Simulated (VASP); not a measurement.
# Nb3Sn with PBEsol: from relaxation to properties, part 5 of 7

Aim: relax Nb3Sn, then compute properties on the relaxed cell. The start is a cell from a database of measured crystal structures.

VASP 6.6.1; PBEsol; plane waves and PAW (Nb_sv, Sn_d).

So far. Step 5 (Bands along the symmetry lines (PBEsol)): There is no gap at this level. Step 6 (Density of states (PBEsol)): The finer mesh and the other smearing move the Fermi level by -0.04 eV from the 4×4×4 run, a small shift, which tests the Fermi level alone. Of the states within 0.3 eV of the Fermi level, the largest shares in the PAW spheres are Nb d 56 %. The rest lies in smaller channels or between the spheres.

## (7) Zone-centre phonons (PBEsol) (continued)

The modes at Γ (shares of kinetic energy by element, %):

```
mode  frequency (cm⁻¹)  symmetry  Nb %  Sn %
   1              -0.2  acoustic    70    30
   2              -0.2  acoustic    70    30
   3              -0.2  acoustic    70    30
   4              96.7       T2u    44    56
   5              96.7       T2u    44    56
   6              96.7       T2u    44    56
   7             110.3       A2g   100     0
   8             121.1       T1g   100     0
   9             121.1       T1g   100     0
  10             121.1       T1g   100     0
  11             121.8        Eg   100     0
  12             121.8        Eg   100     0
  13             142.7       T1u    82    18
  14             142.7       T1u    82    18
  15             142.7       T1u    82    18
  16             143.0       T2g   100     0
  17             143.0       T2g   100     0
  18             143.0       T2g   100     0
  19             200.2       T1u    48    52
  20             200.2       T1u    48    52
  21             200.2       T1u    48    52
  22             215.5       T2u    56    44
  23             215.5       T2u    56    44
  24             215.5       T2u    56    44
```

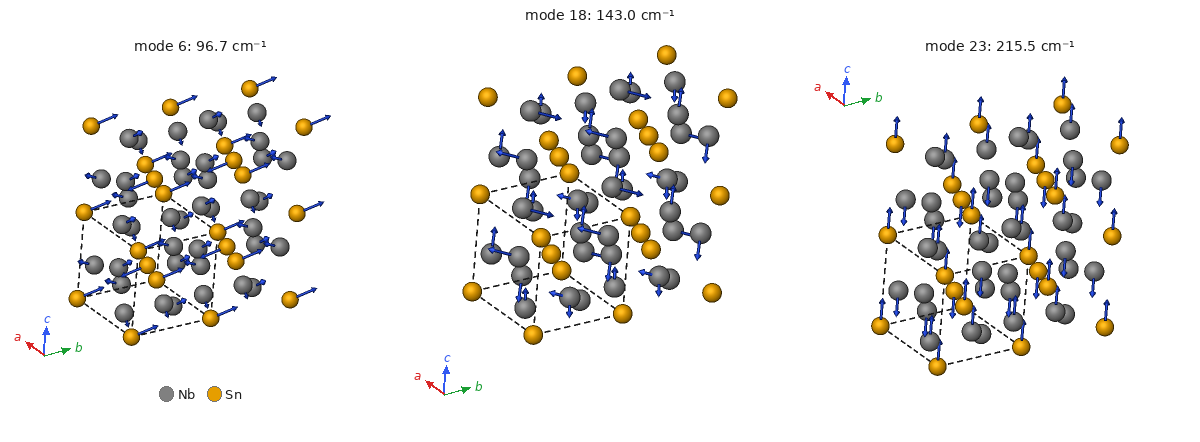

Displacement patterns of modes 6, 18 and 23 at Γ; arrows are exaggerated. 1×2×2 cells are drawn. Some periodic images of atoms are drawn too.

The three acoustic modes lie within 0.2 cm⁻¹ of zero, and all others are real. By the characters of their eigenvectors the optical modes sort into (cm⁻¹) Raman active: Eg 122, T2g 143; infrared active: T1u 143, T1u 200; silent: T2u 97, A2g 110, T1g 121, T2u 215. With a centre of inversion no mode is active in both.

## (8) Optical spectrum (PBEsol)

LOPTICS sums transitions from filled to empty bands. NBANDS is raised for it.

Contents of INCAR:

```
SYSTEM = Nb3Sn
PREC = Accurate
ENCUT = 400
EDIFF = 1E-06
NELM = 100
ISMEAR = 1
SIGMA = 0.2
LREAL = .FALSE.
ALGO = Normal
GGA = PS
NBANDS = 117
LASPH = .TRUE.
LORBIT = 11
LWAVE = .FALSE.
LCHARG = .FALSE.
KPAR = 4
LOPTICS = .TRUE.
NEDOS = 1500
CSHIFT = 0.1
```

Contents of POSCAR:

```
Nb3Sn
1.0
    5.2498892567      0.0000000000      0.0000000000
    0.0000000000      5.2498892567      0.0000000000
    0.0000000000      0.0000000000      5.2498892567
Nb Sn
6 2
Direct
    0.2500000000      0.0000000000      0.5000000000
    0.5000000000      0.7500000000      0.0000000000
    0.7500000000      0.0000000000      0.5000000000
    0.5000000000      0.2500000000      0.0000000000
    0.0000000000      0.5000000000      0.7500000000
    0.0000000000      0.5000000000      0.2500000000
    0.0000000000      0.0000000000      0.0000000000
    0.5000000000      0.5000000000      0.5000000000
```

Contents of KPOINTS:

```
Automatic mesh
0
Gamma
6 6 6
0 0 0
```

The projector-augmented-wave data sets are Nb_sv and Sn_d (PBE family, release 64).

Command:

```
$ mpirun -np 4 vasp_std
```

Output:

```text
[... set-up lines as in an earlier step ...]
 entering main loop
       N       E                     dE             d eps       ncg     rms          rms(c)
DAV:   1     0.137919566092E+04    0.13792E+04   -0.36422E+04  5260   0.103E+03
DAV:   2     0.103441513993E+03   -0.12758E+04   -0.11924E+04  4704   0.405E+02
DAV:   3    -0.599045466519E+02   -0.16335E+03   -0.15469E+03  5953   0.127E+02
DAV:   4    -0.786915831974E+02   -0.18787E+02   -0.17987E+02  7632   0.355E+01
DAV:   5    -0.793925618134E+02   -0.70098E+00   -0.69888E+00  6904   0.659E+00    0.193E+01
DAV:   6    -0.763106616157E+02    0.30819E+01   -0.25613E+00  7352   0.753E+00    0.660E+00
DAV:   7    -0.759526254387E+02    0.35804E+00   -0.10415E+00  7464   0.384E+00    0.235E+00
DAV:   8    -0.759423516384E+02    0.10274E-01   -0.10306E-01  7408   0.114E+00    0.653E-01
DAV:   9    -0.759421442141E+02    0.20742E-03   -0.10905E-02  7120   0.483E-01    0.204E-01
DAV:  10    -0.759421282299E+02    0.15984E-04   -0.83486E-04  6600   0.122E-01    0.522E-02
DAV:  11    -0.759420980984E+02    0.30131E-04   -0.88066E-05  6544   0.470E-02    0.165E-02
DAV:  12    -0.759420925331E+02    0.55653E-05   -0.29192E-06  5680   0.661E-03    0.449E-03
DAV:  13    -0.759420919250E+02    0.60815E-06   -0.59392E-07  3459   0.381E-03
   1 F= -.75942092E+02 E0= -.75929211E+02  d E =-.386422E-01
 optical routines
 imaginary and real dielectric function
 recalculating local potential from charge density
 direction            1
 direction            2
 direction            3
```

It took 83 s on 4 MPI ranks of AMD EPYC 7R32 (Zen 2), shared host; peak memory 1.9 GiB; 5.2 min of CPU time.

Parts of OUTCAR (step 8):

```text
   k-points           NKPTS =     20   k-points in BZ     NKDIM =     20   number of bands    NBANDS=    117

   NELECT =     106.0000    total number of electrons

 E-fermi :  11.5686

 k-point     1 :       0.0000    0.0000    0.0000
  band No.  band energies     occupation
    ...
     50      11.0125      2.00060
     51      11.0125      2.00060
     52      11.0125      2.00060
     53      11.5066      1.49811
     54      11.5066      1.49811
     55      14.0074     -0.00000
     56      14.0074     -0.00000
     57      14.0074     -0.00000
     58      14.1324     -0.00000
     59      15.1521     -0.00000
    ...

  Total        0.2023864      0.2023864      0.2023864     -0.0000000      0.0000000      0.0000000
  in kB        2.2409979      2.2409979      2.2409979     -0.0000000      0.0000000      0.0000000
  external PRESSURE =       2.2409979 kB  Pullay stress =       0.0000000 kB

 POSITION                                       TOTAL-FORCE (eV/Angst)
 -----------------------------------------------------------------------------------
      1.31247      0.00000      2.62494         0.000000     -0.000000     -0.000000
      2.62494      3.93742      0.00000         0.000000      0.000000      0.000000
      3.93742      0.00000      2.62494        -0.000000      0.000000      0.000000
      2.62494      1.31247      0.00000         0.000000      0.000000     -0.000000
      0.00000      2.62494      3.93742         0.000000     -0.000000      0.000000
      0.00000      2.62494      1.31247        -0.000000      0.000000     -0.000000
      0.00000      0.00000      0.00000         0.000000      0.000000      0.000000
      2.62494      2.62494      2.62494         0.000000      0.000000      0.000000
 -----------------------------------------------------------------------------------
    total drift:                                0.000000      0.000000     -0.000000

  FREE ENERGIE OF THE ION-ELECTRON SYSTEM (eV)
  ---------------------------------------------------
  free  energy   TOTEN  =       -75.9420919250 eV

  energy  without entropy=      -75.9034497013  energy(sigma->0) =      -75.92921118

 plasma frequency squared (from intraband transitions) (eV^2)
  --------------------------------------------------------------------------------------
       7.593       0.000       0.000
       0.000       7.593       0.000
       0.000       0.000       7.593

[... 8 parts as in an earlier step ...]

[... 8 further parts left out ...]
```

These are independent-particle spectra without excitons or local fields, and fine structure depends on the mesh and on CSHIFT. The intraband (Drude) part is not in this spectrum.

Numbers from this step:

| Item | Value |
| --- | --- |
| bands | 117 |
| free energy (TOTEN) | -75.9421 eV |
| energy at zero smearing | -75.9292 eV |
| pressure | 0.2241 GPa |

The imaginary dielectric function, xx has structure finer than the step of the table below, so its rows give means over 2 eV, whole bins alone (the curve runs from 0 to 25.0 eV). Peaks (eV: height): 0.3: 134.

Table of imaginary dielectric function, xx by photon energy; means over each step:

```
photon energy (eV)  imaginary dielectric function, xx
                 2                               27.6
                 4                               14.8
                 6                               8.83
                 8                               5.43
                10                               3.17
                12                               2.03
                14                               1.23
                16                              0.754
                18                              0.475
                20                              0.315
                22                              0.260
```

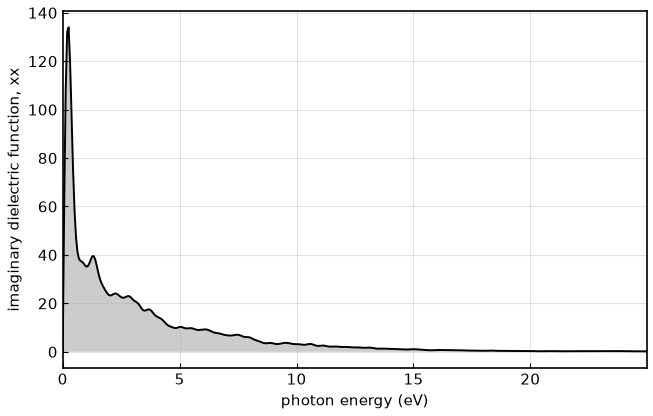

Imaginary dielectric function, xx against photon energy.

The real dielectric function, xx by photon energy:

```
photon energy (eV)  real dielectric function, xx
                 0                           225
                 1                          21.3
                 2                          7.11
                 3                         0.864
                 4                         -3.09
                 5                         -1.45
                 6                         -1.87
                 7                         -2.73
                 8                         -3.68
                 9                         -2.66
                10                         -2.09
                11                         -1.91
                12                         -1.62
                13                         -1.34
                14                         -1.21
                15                        -0.862
                16                        -0.523
                17                        -0.470
                18                        -0.190
                19                       -0.0828
                20                        0.0614
                21                         0.215
                22                         0.383
                23                         0.509
                24                         0.482
```

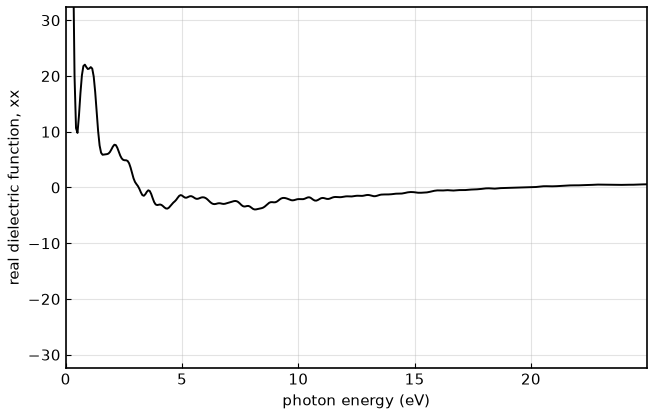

Real dielectric function, xx against photon energy. Below 1 eV the curve runs off the scale.

## (9) Volume scan with PBEsol, volume scale 0.94

An equation of state needs energies on both sides of the minimum, all on one mesh and cutoff.

INCAR: that of step 8 with these lines changed.

```diff
@@ -10,3 +10,3 @@
 GGA = PS
-NBANDS = 117
+NBANDS = 65
 LASPH = .TRUE.
@@ -16,4 +16,2 @@
 KPAR = 4
-LOPTICS = .TRUE.
-NEDOS = 1500
-CSHIFT = 0.1
+ISIF = 2
```

POSCAR: that of step 8 with these lines changed.

```diff
@@ -2,5 +2,5 @@
 1.0
-    5.2498892567      0.0000000000      0.0000000000
-    0.0000000000      5.2498892567      0.0000000000
-    0.0000000000      0.0000000000      5.2498892567
+    5.1427185882      0.0000000000      0.0000000000
+    0.0000000000      5.1427185882      0.0000000000
+    0.0000000000      0.0000000000      5.1427185882
 Nb Sn
```

Contents of KPOINTS:

```
Automatic mesh
0
Gamma
4 4 4
0 0 0
```

Command:

```
$ mpirun -np 4 vasp_std
```

Output:

```text
[... set-up lines as in an earlier step ...]
 entering main loop
       N       E                     dE             d eps       ncg     rms          rms(c)
DAV:   1     0.158062042107E+04    0.15806E+04   -0.44108E+04  1381   0.190E+03
DAV:   2     0.169615175099E+03   -0.14110E+04   -0.13767E+04  1308   0.689E+02
DAV:   3    -0.529968668658E+02   -0.22261E+03   -0.21265E+03  1767   0.233E+02
DAV:   4    -0.770644679050E+02   -0.24068E+02   -0.23344E+02  1960   0.702E+01
DAV:   5    -0.786556519892E+02   -0.15912E+01   -0.15795E+01  2344   0.158E+01    0.214E+01
DAV:   6    -0.759212346773E+02    0.27344E+01   -0.71961E+00  1767   0.136E+01    0.739E+00
DAV:   7    -0.756135511284E+02    0.30768E+00   -0.20752E+00  2040   0.689E+00    0.268E+00
DAV:   8    -0.756106599500E+02    0.28912E-02   -0.18925E-01  2056   0.211E+00    0.103E+00
DAV:   9    -0.756117573430E+02   -0.10974E-02   -0.25411E-02  1912   0.861E-01    0.337E-01
DAV:  10    -0.756120243547E+02   -0.26701E-03   -0.41958E-03  1904   0.327E-01    0.445E-02
DAV:  11    -0.756120100166E+02    0.14338E-04   -0.39948E-04  1928   0.117E-01    0.349E-02
DAV:  12    -0.756120014928E+02    0.85238E-05   -0.32231E-05  2200   0.275E-02    0.680E-03
DAV:  13    -0.756119999591E+02    0.15338E-05   -0.19597E-06  1144   0.841E-03    0.280E-03
DAV:  14    -0.756119997317E+02    0.22736E-06   -0.51633E-07  1008   0.517E-03
   1 F= -.75612000E+02 E0= -.75601766E+02  d E =-.307017E-01
```

Wall time 28 s (4 MPI ranks); peak memory 0.8 GiB; 1.7 min of CPU time.

OUTCAR, selected parts (step 9):

```text
   ENCUT  =  400.0 eV  29.40 Ry    5.42 a.u.   8.39  8.39  8.39*2*pi/ulx,y,z

   NELECT =     106.0000    total number of electrons

 E-fermi :  12.5013

 k-point     1 :       0.0000    0.0000    0.0000
  band No.  band energies     occupation
    ...
     50      11.8712      2.00008
     51      11.8712      2.00008
     52      11.8712      2.00008
     53      12.4022      1.73503
     54      12.4022      1.73503
     55      15.0752     -0.00000
     56      15.0752     -0.00000
     57      15.0752     -0.00000
     58      15.4388     -0.00000
     59      16.3547     -0.00000
    ...

  Total       10.4436893     10.4436893     10.4436893     -0.0000000      0.0000000     -0.0000000
  in kB      123.0229810    123.0229810    123.0229810     -0.0000000      0.0000000     -0.0000000
  external PRESSURE =     123.0229810 kB  Pullay stress =       0.0000000 kB

 POSITION                                       TOTAL-FORCE (eV/Angst)
 -----------------------------------------------------------------------------------
      1.28568      0.00000      2.57136        -0.000000      0.000000      0.000000
      2.57136      3.85704      0.00000         0.000000     -0.000000      0.000000
      3.85704      0.00000      2.57136         0.000000     -0.000000      0.000000
      2.57136      1.28568      0.00000        -0.000000     -0.000000     -0.000000
      0.00000      2.57136      3.85704         0.000000     -0.000000     -0.000000
      0.00000      2.57136      1.28568        -0.000000      0.000000     -0.000000
      0.00000      0.00000      0.00000        -0.000000     -0.000000     -0.000000
      2.57136      2.57136      2.57136        -0.000000     -0.000000     -0.000000
 -----------------------------------------------------------------------------------
    total drift:                                0.000000      0.000000     -0.000000

  FREE ENERGIE OF THE ION-ELECTRON SYSTEM (eV)
  ---------------------------------------------------
  free  energy   TOTEN  =       -75.6119997317 eV

  energy  without entropy=      -75.5812980782  energy(sigma->0) =      -75.60176585

[... 5 parts as in an earlier step ...]

[... 11 further parts left out ...]
```

The scan keeps the cell's shape and the fractional positions fixed.

This step gave:

- SCF cycles: 14
- bands: 65
- irreducible k-points: 10
- free energy (TOTEN): -75.6120 eV
- energy at zero smearing: -75.6018 eV
- Fermi energy: 12.50 eV
- pressure: 12.30 GPa

The pressure here is 12.30 GPa.

## (10) Volume scan with PBEsol, volume scale 0.96

INCAR is that of step 9.

POSCAR: that of step 9 with these lines changed.

```diff
@@ -2,5 +2,5 @@
 1.0
-    5.1427185882      0.0000000000      0.0000000000
-    0.0000000000      5.1427185882      0.0000000000
-    0.0000000000      0.0000000000      5.1427185882
+    5.1789361095      0.0000000000      0.0000000000
+    0.0000000000      5.1789361095      0.0000000000
+    0.0000000000      0.0000000000      5.1789361095
 Nb Sn
```

KPOINTS is that of step 9.

Command:

```
$ mpirun -np 4 vasp_std
```

Output:

```text
[... set-up lines as in an earlier step ...]
 entering main loop
       N       E                     dE             d eps       ncg     rms          rms(c)
DAV:   1     0.155967323498E+04    0.15597E+04   -0.44592E+04  1373   0.188E+03
DAV:   2     0.166696778045E+03   -0.13930E+04   -0.13597E+04  1300   0.686E+02
DAV:   3    -0.527981009792E+02   -0.21949E+03   -0.20964E+03  1759   0.232E+02
DAV:   4    -0.772624675140E+02   -0.24464E+02   -0.23780E+02  1991   0.707E+01
DAV:   5    -0.789713123676E+02   -0.17088E+01   -0.16974E+01  2360   0.159E+01    0.207E+01
DAV:   6    -0.761231918619E+02    0.28481E+01   -0.75465E+00  1784   0.138E+01    0.702E+00
DAV:   7    -0.758105141433E+02    0.31268E+00   -0.20696E+00  2024   0.680E+00    0.265E+00
DAV:   8    -0.758056853149E+02    0.48288E-02   -0.18657E-01  2048   0.209E+00    0.102E+00
DAV:   9    -0.758064566202E+02   -0.77131E-03   -0.25837E-02  1880   0.863E-01    0.328E-01
DAV:  10    -0.758066888961E+02   -0.23228E-03   -0.43257E-03  1928   0.339E-01    0.456E-02
DAV:  11    -0.758066835642E+02    0.53319E-05   -0.36933E-04  1920   0.115E-01    0.319E-02
DAV:  12    -0.758066730299E+02    0.10534E-04   -0.26533E-05  2240   0.250E-02    0.580E-03
DAV:  13    -0.758066718752E+02    0.11547E-05   -0.14033E-06  1136   0.719E-03    0.254E-03
DAV:  14    -0.758066717136E+02    0.16160E-06   -0.34636E-07  1016   0.419E-03
   1 F= -.75806672E+02 E0= -.75795968E+02  d E =-.321115E-01
```

Wall time 28 s (4 MPI ranks); peak memory 0.82 GiB.

OUTCAR, selected parts (step 10):

```text
   ENCUT  =  400.0 eV  29.40 Ry    5.42 a.u.   8.45  8.45  8.45*2*pi/ulx,y,z

   NELECT =     106.0000    total number of electrons

 E-fermi :  12.1864

 k-point     1 :       0.0000    0.0000    0.0000
  band No.  band energies     occupation
    ...
     50      11.5753      2.00014
     51      11.5753      2.00014
     52      11.5753      2.00014
     53      12.0913      1.71262
     54      12.0913      1.71262
     55      14.7061     -0.00000
     56      14.7061     -0.00000
     57      14.7061     -0.00000
     58      14.9880     -0.00000
     59      15.9399     -0.00000
    ...

  Total        6.7210127      6.7210127      6.7210127      0.0000000     -0.0000000     -0.0000000
  in kB       77.5217629     77.5217629     77.5217629      0.0000000     -0.0000000     -0.0000000
  external PRESSURE =      77.5217629 kB  Pullay stress =       0.0000000 kB

 POSITION                                       TOTAL-FORCE (eV/Angst)
 -----------------------------------------------------------------------------------
      1.29473      0.00000      2.58947        -0.000000     -0.000000     -0.000000
      2.58947      3.88420      0.00000        -0.000000     -0.000000     -0.000000
      3.88420      0.00000      2.58947         0.000000      0.000000      0.000000
      2.58947      1.29473      0.00000         0.000000      0.000000      0.000000
      0.00000      2.58947      3.88420         0.000000     -0.000000      0.000000
      0.00000      2.58947      1.29473        -0.000000      0.000000     -0.000000
      0.00000      0.00000      0.00000         0.000000      0.000000      0.000000
      2.58947      2.58947      2.58947         0.000000      0.000000      0.000000
 -----------------------------------------------------------------------------------
    total drift:                                0.000000      0.000000     -0.000000

  FREE ENERGIE OF THE ION-ELECTRON SYSTEM (eV)
  ---------------------------------------------------
  free  energy   TOTEN  =       -75.8066717136 eV

  energy  without entropy=      -75.7745602207  energy(sigma->0) =      -75.79596788

[... 5 parts as in an earlier step ...]

[... 11 further parts left out ...]
```

Numbers from this step:

* free energy (TOTEN): -75.8067 eV
* energy at zero smearing: -75.7960 eV
* Fermi energy: 12.19 eV
* pressure: 7.752 GPa

The pressure falls from 12.30 to 7.75 GPa.

The run ends at a pressure of 7.75 GPa.

[end of part 5 of 7]

[Lines on the potential files, build, host, timing and source positions are cut from VASP's logs without a mark.]

[Logs are printed without paths, hosts, clocks, repeated set-up lines and the standing remarks that a program may print on its own settings, such as how far it seeks lower states.]

[Hosts, paths, dates, database ids (printed as entryN), source tags and the programs' standing remarks are cut or masked in the printed files.]

[A measured line is paired with the nearest computed mode of its activity, which favours agreement.]
